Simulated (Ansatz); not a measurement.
Electronic density of states of amorphous Si45O18N48, density 2.50 g/cm³, on a 2×2×2 Γ-centred mesh with a Gaussian width of 0.1 eV; energies count from the Fermi level, whose place inside the gap is arbitrary. Cell and mesh are small, so fine structure isn't converged. Level of theory: PBE, scalar-relativistic without spin-orbit coupling (plane waves to 420 eV, PAW; Ansatz, an electronic-structure program). Sampling: a 2×2×2 Γ-centred mesh; Fermi-Dirac width 0.02 eV; no spin polarisation. At PBE the levels at the filled edge of the gap are localised (band-tail or defect states), and the nearest spread-out levels lie 3.2 eV apart at the zone centre.

The cell was made by melting and quenching with the CHGNet potential and then relaxed with DFT. O and N atoms were pushed apart under 1.9 Å during the dynamics, to hinder bonds among them. The hot cell started wider than the set density and was brought back towards it in steps. It is the lowest in DFT energy of 4 quenches. It is a model cell: composition and starting density were chosen by hand, and all elements were melted together. No dispersion term was used. A short ab initio anneal came between quench and relaxation. Its density started from a set value of 2.46 and ended at 2.50 g/cm³. Cooling (nominally 150 K/ps over its main leg) ran many orders faster than in experiment, which tends to leave more defects and strain. One small periodic cell is one sample of the glass; other quenches scatter about these values. Volume and shape were free in the relaxation.

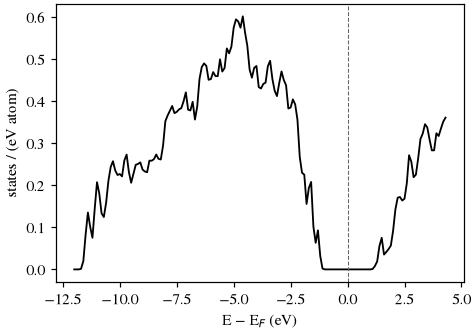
*Density of states per atom*

The level gap on this mesh is 2.58 eV; the broadening fills part of it in the curve.
